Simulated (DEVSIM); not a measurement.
System: abrupt In0.53Ga0.47As p-n junction, at 300 K.

| layer (left to right) | material | thickness (μm) | Nd (cm⁻³) | Na (cm⁻³) | τn (s) | τp (s) |
|---|---|---|---|---|---|---|
| 1 | In0.53Ga0.47As | 18.0 | - | 1.5e16 | 3.7e-10 | 3.7e-10 |
| 2 | In0.53Ga0.47As | 1.80 | 3.6e16 | - | 3.7e-10 | 3.7e-10 |

Left contact: ohmic. Right contact: ohmic. Voltage is applied to the left contact. Recombination: SRH at mid-gap, Auger. Mobility is μmin + (μ − μmin)/(1 + (N/Nref)^α).

Constants are typed, rounded textbook-type inputs, not results; the design itself was drawn at random and stands for no fabricated device. Values at 300 K.

```tsv
parameter	In0.53Ga0.47As
gap (eV)	0.74
affinity (eV)	4.51
permittivity	13.9
Nc (cm⁻³)	2.1e17
Nv (cm⁻³)	7.7e18
μn (cm²/Vs)	12000
μp (cm²/Vs)	300
μn,min	300
μp,min	10
Nref,n	1.3e17
Nref,p	4.9e17
αn	0.48
αp	0.4
Cn (cm⁶/s)	5e-29
Cp (cm⁶/s)	5e-29
```

DEVSIM, 1D drift-diffusion, Boltzmann statistics, complete ionisation; no tunnelling, impact ionisation, image-force lowering or self-heating.

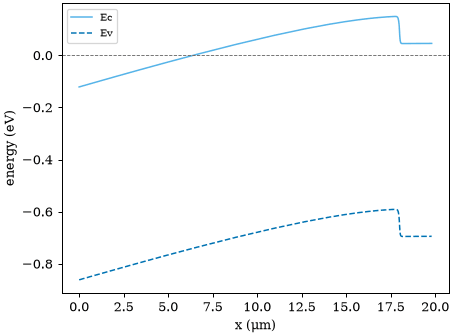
Band edges at 0.7 V on the left contact

Energies count from the Fermi level of the right contact; mesh points crowd at the junctions.

```tsv
x (μm)	Ec (eV)	Ev (eV)	n (cm⁻³)	p (cm⁻³)	field (V/cm)
0.000	-0.121	-0.861	4.0e7	1.5e16	200
0.03252	-0.121	-0.861	7.1e11	1.5e16	200
0.1037	-0.119	-0.859	2.2e12	1.5e16	200
0.2763	-0.116	-0.856	5.5e12	1.5e16	200
0.9149	-0.103	-0.844	1.5e13	1.5e16	190
2.096	-0.081	-0.821	2.5e13	1.5e16	190
4.960	-0.026	-0.766	4.3e13	1.5e16	190
12.71	0.102	-0.638	1.6e14	1.5e16	140
15.67	0.136	-0.604	3.1e14	1.5e16	89
17.02	0.146	-0.594	4.6e14	1.5e16	54
17.60	0.149	-0.591	5.6e14	1.6e16	34
17.88	0.146	-0.594	7.0e14	1.4e16	-840
17.96	0.122	-0.618	1.8e15	5.4e15	-6800
18.00	0.088	-0.652	6.9e15	1.4e15	-14000
18.04	0.053	-0.687	2.6e16	3.5e14	-3400
18.13	0.045	-0.695	3.6e16	2.2e14	-85
18.33	0.045	-0.695	3.6e16	1.4e14	≈ 0
18.76	0.045	-0.695	3.6e16	5.6e13	≈ 0
19.45	0.045	-0.695	3.6e16	9.8e12	≈ 0
19.66	0.046	-0.694	3.6e16	3.6e12	≈ 0
19.75	0.046	-0.694	3.6e16	1.2e12	≈ 0
19.80	0.046	-0.694	3.6e16	1.7e7	≈ 0
```
